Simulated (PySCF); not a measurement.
# M06-2X/STO-6G run of BCl (SMILES [B]Cl)

Aim: the energy change on altering one bond length of BCl at M06-2X/STO-6G, from 2 runs. 

Program for the calculation: PySCF 2.14.0.

17 further runs of the same task are left out: 7 that didn't finish, 10 set aside as unsound or not needed.

### Step 1. The structure to begin with

BCl: 2 atoms, total charge 0, spin state singlet. SMILES: `[B]Cl`. Geometry: relaxed at PBE0-D4/def2-TZVP.

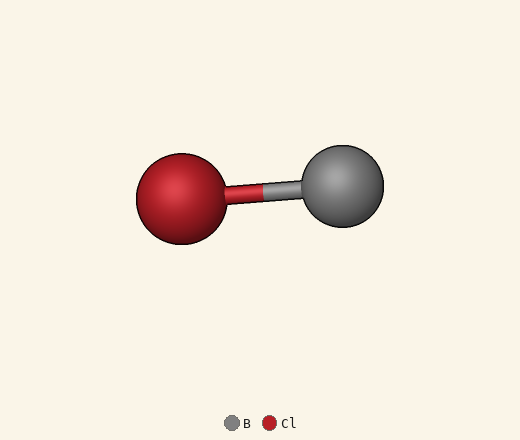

Viewed from a chosen angle; boron grey, chlorine red.

### Step 2. A single-point energy at M06-2X/STO-6G

Input file start.xyz:

```xyz
2

B      0.000000     0.000000    -0.069660
Cl     0.000000     0.000000     1.648190
```

Input file run.py:

```python
# BCl
from pyscf import gto, dft

mol = gto.M(
    atom='start.xyz',
    spin=0,
    basis='sto-6g',
    verbose=4,
    max_memory=1860,
)

mf = dft.RKS(mol, xc='m06-2x')
mf.grids.level = 5
mf.conv_tol = 1e-10
mf.kernel()
if not mf.converged:
    mf = mf.newton().run(mf.mo_coeff, mf.mo_occ)

e_final = mf.e_tot
print('E(%s) = %.9f' % ('M06-2X', e_final))
```

Run with:

```sh
$ OMP_NUM_THREADS=1 python run.py
```

The program printed:

```text
PySCF version 2.14.0

[INPUT] num. atoms = 2
[INPUT] num. electrons = 22
[INPUT] charge = 0
[INPUT] spin (= nelec alpha-beta = 2S) = 0
[INPUT] symmetry False subgroup None
[INPUT] Mole.unit = angstrom
[INPUT] Symbol           X                Y                Z      unit          X                Y                Z       unit  Magmom
[INPUT]  1 B      0.000000000000   0.000000000000  -0.069660000000 AA    0.000000000000   0.000000000000  -0.131638321837 Bohr   0.0
[INPUT]  2 Cl     0.000000000000   0.000000000000   1.648190000000 AA    0.000000000000   0.000000000000   3.114627701247 Bohr   0.0

nuclear repulsion = 26.183929288471
number of shells = 8
number of NR pGTOs = 84
number of NR cGTOs = 14
basis = sto-6g
ecp = {}

******** <class 'pyscf.dft.rks.RKS'> ********
method = RKS
initial guess = minao
damping factor = 0
level_shift factor = 0
DIIS = <class 'pyscf.scf.diis.CDIIS'>
diis_start_cycle = 1
diis_space = 8
diis_damp = 0
SCF conv_tol = 1e-10
SCF conv_tol_grad = None
SCF max_cycles = 50
direct_scf = True
direct_scf_tol = 1e-13
XC library pyscf.dft.libxc version 7.0.0
    S. Lehtola, C. Steigemann, M. J.T. Oliveira, and M. A.L. Marques.,  SoftwareX 7, 1–5 (2018)
XC functionals = m06-2x
    Y. Zhao and D. G. Truhlar.,  Theor. Chem. Acc. 120, 215 (2008)
    Y. Zhao and D. G. Truhlar.,  Theor. Chem. Acc. 120, 215 (2008)
radial grids:
    Treutler-Ahlrichs [JCP 102, 346 (1995); DOI:10.1063/1.469408] (M4) radial grids

becke partition: Becke, JCP 88, 2547 (1988); DOI:10.1063/1.454033
pruning grids: <function nwchem_prune>
grids dens level: 5
symmetrized grids: False
atomic radii adjust function: <function treutler_atomic_radii_adjust>
small_rho_cutoff = 0
Set gradient conv threshold to 1e-05
Initial guess from minao.
tot grids = 86208
init E= -483.110994972711
  HOMO = -0.205803131623094  LUMO = 0.0520197166802873  gap/eV = 7.01572
cycle= 1 E= -483.226100191507  delta_E= -0.115  |g|= 0.224  |ddm|= 1.61
  HOMO = -0.266456827710093  LUMO = 0.0457350216737563  gap/eV = 8.49517
cycle= 2 E= -483.23793837371  delta_E= -0.0118  |g|= 0.188  |ddm|= 0.786
  HOMO = -0.225043351801049  LUMO = 0.0910698305984286  gap/eV = 8.60188
cycle= 3 E= -483.253492519  delta_E= -0.0156  |g|= 0.00336  |ddm|= 0.339
  HOMO = -0.225413249120623  LUMO = 0.0922863142182533  gap/eV = 8.64505
cycle= 4 E= -483.253497513192  delta_E= -4.99e-06  |g|= 0.000224  |ddm|= 0.00558
  HOMO = -0.225484161475102  LUMO = 0.0922744528864986  gap/eV = 8.64665
cycle= 5 E= -483.253497530312  delta_E= -1.71e-08  |g|= 1.28e-05  |ddm|= 0.000354
  HOMO = -0.225483703161356  LUMO = 0.0922747563796656  gap/eV = 8.64665
cycle= 6 E= -483.253497530433  delta_E= -1.21e-10  |g|= 2.31e-06  |ddm|= 4.04e-05
  HOMO = -0.22548409577539  LUMO = 0.0922739626306343  gap/eV = 8.64664
cycle= 7 E= -483.253497530438  delta_E= -4.95e-12  |g|= 3.47e-08  |ddm|= 1.08e-05
  HOMO = -0.225484073553214  LUMO = 0.0922739928571788  gap/eV = 8.64664
Extra cycle  E= -483.253497530438  delta_E= -3.98e-13  |g|= 1.29e-08  |ddm|= 1.08e-07
converged SCF energy = -483.253497530438
E(M06-2X) = -483.253497530
```

It took 1.7 s on 1 thread of Arm Neoverse V2, shared host; peak memory 0.16 GiB.

### Step 3. The distorted shape, same level

Input file run.py:

```python
from pyscf import gto, dft

system = gto.M(
    atom='B -0.000000 -0.000000 -0.413210; Cl 0.000000 0.000000 1.648190',
    max_memory=1860,
    basis='sto-6g',
    verbose=3,
)

mf = dft.RKS(system)
mf.xc = 'm06-2x'
mf.grids.level = 5
mf.conv_tol = 1e-10
mf.kernel()
if not mf.converged:
    mf = mf.newton().run(mf.mo_coeff, mf.mo_occ)

e_final = mf.e_tot
print('E = %.10f Eh' % e_final)
```

Run with:

```sh
$ OMP_NUM_THREADS=1 python run.py
```

The program printed:

```text
converged SCF energy = -483.236678285136
E = -483.2366782851 Eh
```

Run time: 1.6 s. Hardware: 1 thread of Arm Neoverse V2, shared host; peak memory 0.16 GiB.

### Step 4. Summary of results

Level: M06-2X/STO-6G.

| quantity | value |
| --- | --- |
| first shape: total energy | -483.25350 Eh |
| first shape: dipole moment | 0.11 D |
| first shape: HOMO energy | -6.14 eV |
| first shape: LUMO energy | 2.51 eV |
| first shape: HOMO–LUMO gap | 8.65 eV |
| distorted shape: total energy | -483.23668 Eh |
| distorted shape: dipole moment | 2.21 D |
| distorted shape: HOMO energy | -7.18 eV |
| distorted shape: LUMO energy | 1.28 eV |
| distorted shape: HOMO–LUMO gap | 8.46 eV |
| energy change with the B1–Cl2 bond stretched from 1.718 to 2.061 Å | 0.458 eV |

**Reading.** With the B1–Cl2 bond stretched from 1.718 to 2.061 Å the energy rises by 0.46 eV (10.6 kcal/mol). The first shape isn't relaxed at this level, so the change isn't measured from a minimum. The minimal basis adds a large error of its own.
